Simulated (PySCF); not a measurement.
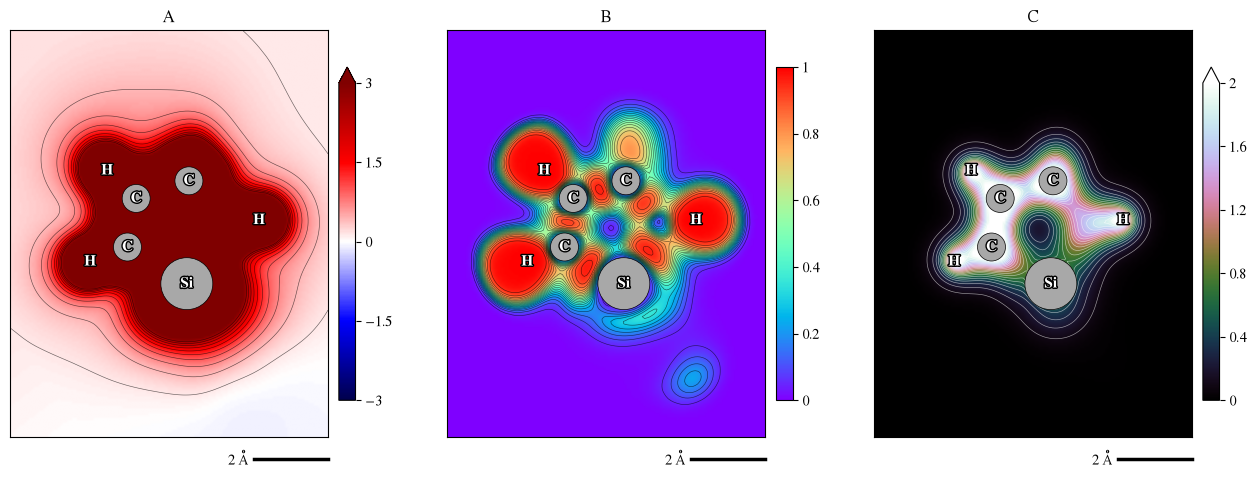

C4H8ClFSi2: 3 fields on the plane of atoms C4, C5 and C6, with unlabelled colour scales. Grey discs cover the atomic cores.

Geometry: GFN2-xTB.

All numbers below come from PySCF 2.14.0, PBE0/pcSseg-1, SCF density, gas phase, non-relativistic.

> Match the panels to the quantities (electron density, electron localisation function and electrostatic potential).

Panel A: electrostatic potential (strongly positive close to the atoms and fading to about zero outside). Panel B: electron localisation function. Panel C: electron density. From the grid: C–C (1.33 Å): ρ at the midpoint is about 2.3 e/Å³; the ELF peaks at about 0.90 between the atoms (a short, multiple covalent bond). C–Si (1.88 Å): ρ is about 0.95 e/Å³ halfway; the ELF peaks at about 0.95 between the atoms; a covalent bond.
